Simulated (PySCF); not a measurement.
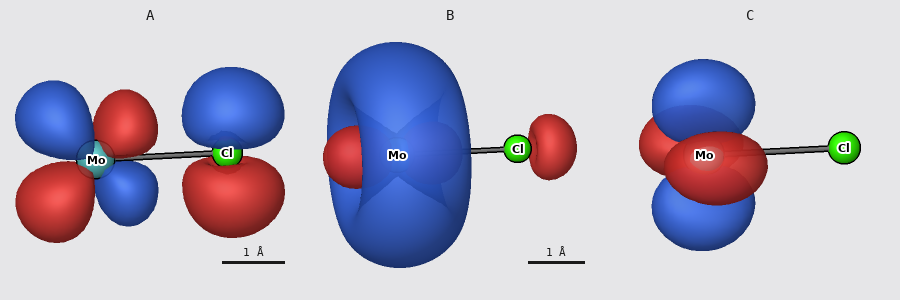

Figure. MoCl (charge +1, quintet). Three frontier α-spin orbitals, each drawn at the value that holds 80 % of its norm (blue and red are the two phases), in no order; of a degenerate pair one member is drawn.

Core potentials replace the inner electrons of Mo.

These are results of PBE0/def2-TZVPPD, non-relativistic Hamiltonian with scalar-relativistic core potentials where named, at a bond length of 2.217 Å (PySCF), not measurements.

Question: Label each orbital by symmetry, say whether it is occupied, and order them by energy.

Answer: Orbital C: δ, occupied in this spin, −13.92 eV; almost wholly on Mo.
Orbital A: π, occupied in this spin, −12.92 eV; antibonding, with a node between the atoms.
Orbital B: σ, empty in this spin, −10.34 eV; mainly on Mo (95 %).
